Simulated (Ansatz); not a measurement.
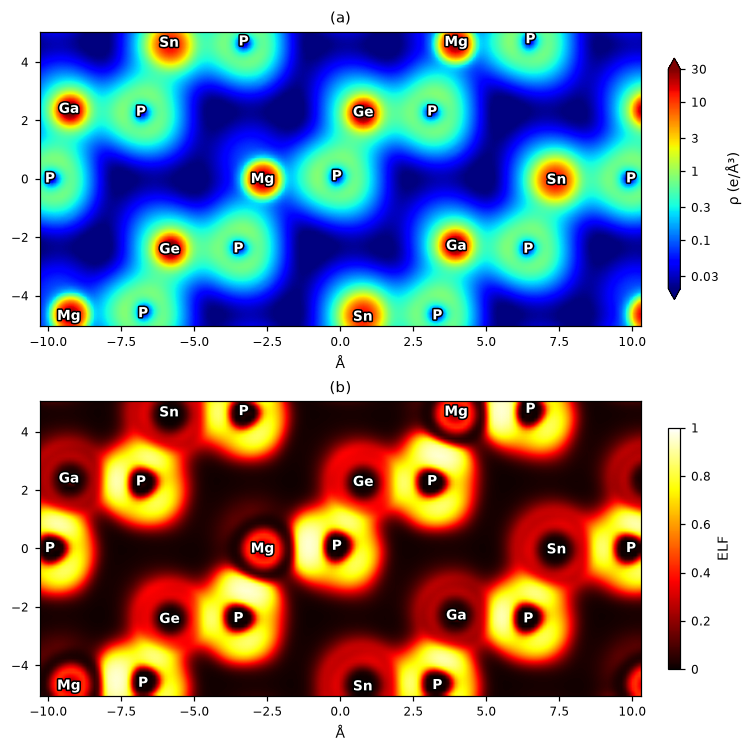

*Mg₃Ga₂Sn₂GeP₈. (a) valence pseudo-density; (b) electron localisation function on the (111) plane of the conventional cell.*

Space group Cm; a generated structure, not necessarily the stable one.

Computed with DFT PBE, scalar-relativistic, plane waves, PAW in Ansatz 0.2.0.

The density is the valence pseudo-density of a PAW calculation; it isn't the true density close to the nuclei.

What do the fields say about this system?

The section cuts through Mg, P, Ga, Ge and Sn sites. Ge–P (2.35 Å): ρ at the midpoint is about 0.59 e/Å³; the ELF peaks at about 0.85 in the valence shell of P, 0.9 Å from its nucleus, and is about 0.80 at the midpoint. Sn–P (2.55 Å): the density is about 0.48 e/Å³ at the midpoint; the ELF peaks at about 0.85 in the valence shell of P, 0.9 Å from its nucleus, and is about 0.65 at the midpoint. Ga–P (2.47 Å): ρ at the midpoint is about 0.46 e/Å³; the ELF peaks at about 0.90 in the valence shell of P, 0.9 Å from its nucleus, and is about 0.75 at the midpoint. Mg–P (2.54 Å): ρ at the midpoint is about 0.34 e/Å³; the ELF peaks at about 0.95 in the valence shell of P, 1.0 Å from its nucleus, and is about 0.90 at the midpoint. Between the atoms the lowest density in this plane is 0.01 e/Å³.
